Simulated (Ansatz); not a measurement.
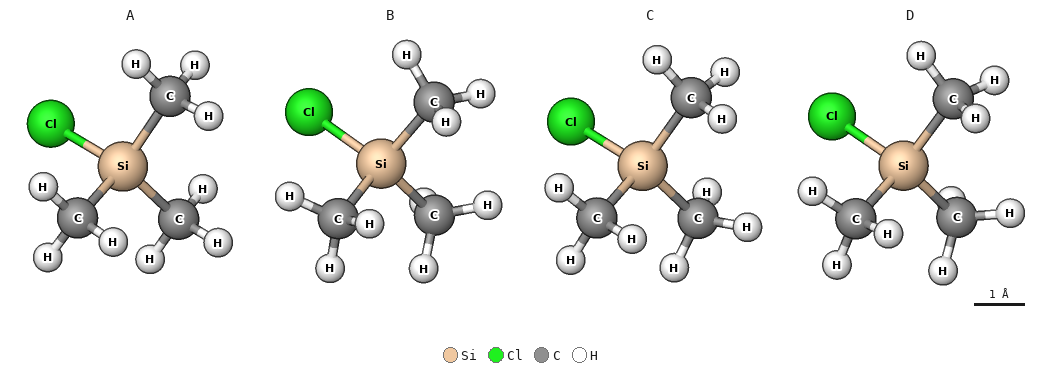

4 geometries from one relaxation of C3H9ClSi, in shuffled order. A ball-and-stick model, seen from a free direction.

The run prepares the start of a later molecular dynamics calculation, from a guessed geometry.

Computed with Ansatz 0.2.0, RKS PBE-D4/def2-SVP. Settings: no spin polarisation; force threshold 0.02 eV/Å; at most 40 steps.

Question: Put them in the order of the run, from the start to the converged end.

Answer: B, D, C, A. They are steps 0, 2, 4, 10, at +5.17 kcal/mol, +2.32 kcal/mol, +1.05 kcal/mol relative to the last. The largest moves after the best rigid fit, 0.90 Å, are those of H atoms. Largest moves by element: H 0.90 Å, Cl 0.25 Å, C 0.17 Å, Si 0.07 Å. Among the contacts that change: Cl–Si 2.130 → 2.108 Å, C–Si 1.870 → 1.882 Å. Bond angles that change, for instance: Cl–Si–C 109.4° → 107.4°. Groups turn about C–Si by about 50°, C–Si by about 35°, C–Si by about 30°. After 9 accepted moves (10 points after the start) the energy has fallen by 5.17 kcal/mol. Largest force component: 0.35 eV/Å at the start, 0.016 eV/Å at the end. The line search rejected the trial step at point 8 of the run. The forces were under the threshold at step 7, but the run went on from there.
